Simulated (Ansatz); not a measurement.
The parent structure is Si in the diamond structure (space group Fd-3m, No. 227; a = 5.444 Å). Axes: x, y, z lie along the cube axes.

Modification: tensile biaxial strain of 2.50 % in the plane normal to [001], as in epitaxy on a mismatched substrate; the out-of-plane cell vector and the atoms relax.

Calculations: r2SCAN (Ansatz, an electronic-structure program; PAW; 500 eV plane waves; without spin-orbit coupling).

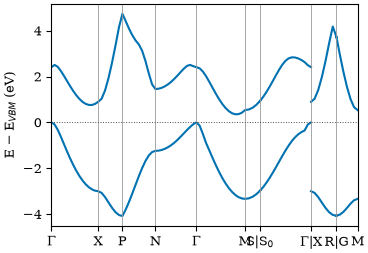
Highest valence and lowest conduction band along the path of the changed cell's own zone

### Question
From the figure, how large is the changed gap, and is it direct?

### Answer
About 0.4 eV, indirect, Γ → Γ–M (80 % along).

No phonon test of stability was made. Labels are those of the standard path for the cell's own space group.
